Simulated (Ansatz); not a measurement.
Start from BaTiO3 in the cubic perovskite structure (space group Pm-3m, No. 221; a = 3.970 Å). Axes: x, y, z lie along the cube axes.

Modification: compressive biaxial strain of 0.50 % in the plane normal to [111], as in epitaxy on a mismatched substrate; the out-of-plane cell vector and the atoms relax.

The values are results of PBEsol, PAW, 420 eV (Ansatz, a first-principles code; no spin-orbit coupling), not measurements.

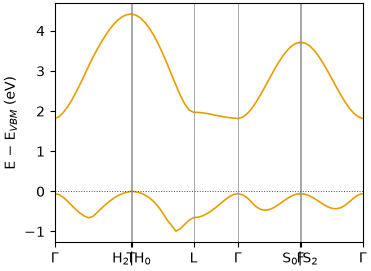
Fig. 1. Highest valence and lowest conduction band along the path of the changed cell's own zone

The gap is 1.82 eV, indirect, T → Γ; the base has 1.82 eV.

Stability against distortions was not tested. The final runs are not spin-polarised. Many cubic perovskites are stable only at high temperature; tilts and polar distortions were not tested. This is not the structure that BaTiO3 has at room temperature and ambient pressure. k-point labels follow each cell's own Brillouin zone.
